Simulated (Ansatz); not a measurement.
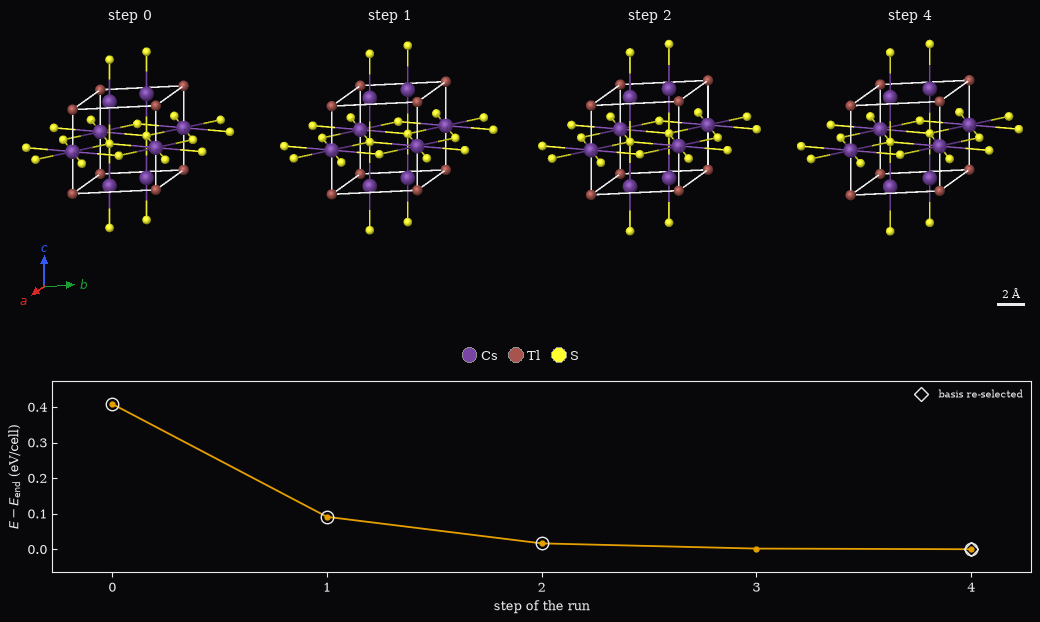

Frames of a relaxation of crystalline Cs₃TlS₂ (a generated structure, set up in P6/mmm) (coarse preliminary run), marked on the history of the run. The picture is a ball-and-stick view of the cell of the calculation, seen slightly off an axis.

These are results of DFT PBE, scalar-relativistic, plane waves, PAW (Ansatz 0.2.0), not measurements.

Input file:
```yaml
crystal:
  lattice:
    - [6.34566954, 0.0, 0.0]
    - [-3.17283477, 5.49551102, 0.0]
    - [0.0, 0.0, 6.49521828]
  atoms:
    - { symbol: Cs, position: [0.33333333, 0.66666667, 0.0] }
    - { symbol: Cs, position: [0.66666667, 0.33333333, 0.0] }
    - { symbol: Cs, position: [0.0, 0.0, 0.5] }
    - { symbol: Tl, position: [0.0, 0.0, 0.0] }
    - { symbol: S, position: [0.33333333, 0.66666667, 0.5] }
    - { symbol: S, position: [0.66666667, 0.33333333, 0.5] }
basis:
  ecutwfc: 420
kpoints:
  mp_grid: { grid: [3, 3, 4] }
hamiltonian:
  xc: pbe
scf:
  occupations: { method: gaussian, width: 0.1 }
  lower_state_search: "off"
output:
  forces: true
  stress: true
  eigenvalues: true
relax:
  adjacent_minimum: "off"
  f_tol: 0.04
  max_steps: 70
  cell: { stress_tol: 0.4 }
```

Command:
```bash
ansatz run input.yaml --threads 1 --pin off --max-ram 2560MiB --backend cpu --events-out ev --progress --plain --runs-dir out
```

Question: Describe the path.

Answer: No atom moves by more than 0.005 Å relative to the cell. The drawn cell changes as follows: a = b 6.346 → 6.784 Å (+6.9 %), c 6.495 → 6.902 Å (+6.3 %); the volume changes by +21.5 %. Some distances before and after: Cs3–S5 3.664 → 3.917 Å, Cs1–S5 3.248 → 3.451 Å, Cs3–Tl4 3.248 → 3.451 Å. The space group stays P6/mmm (No. 191). The energy falls by 0.409 eV per cell of the calculation in 3 accepted moves (4 points after the start). All forces vanish by symmetry, so only the cell relaxes. Pressure: 3.19 GPa at the start and 0.05 GPa at the end. At 1 point the geometry stayed and the basis and grid were re-selected for the new cell (energy shift of 1.8 meV per cell of the calculation at most each time). Cost: 13 s on 1 thread of AMD EPYC 9R14 (Zen 4) (shared host), peak memory 0.58 GiB. From step 0 to 1: volume +10.6 %, energy −0.317 eV per cell of the calculation. From step 1 to 2: volume +6.5 %, energy −74.7 meV per cell of the calculation. From step 2 to 4: volume +3.2 %, energy −16.4 meV per cell of the calculation.

```csv
step,"E − E(0), meV/atom","pressure, GPa","volume, Å³/atom",note
0,0.00,3.19,37.751,
1,-52.89,1.09,41.753,
2,-65.35,0.31,44.447,
3,-67.78,0.04,45.856,
4,-68.08,0.05,45.856,"same geometry, new basis"
```
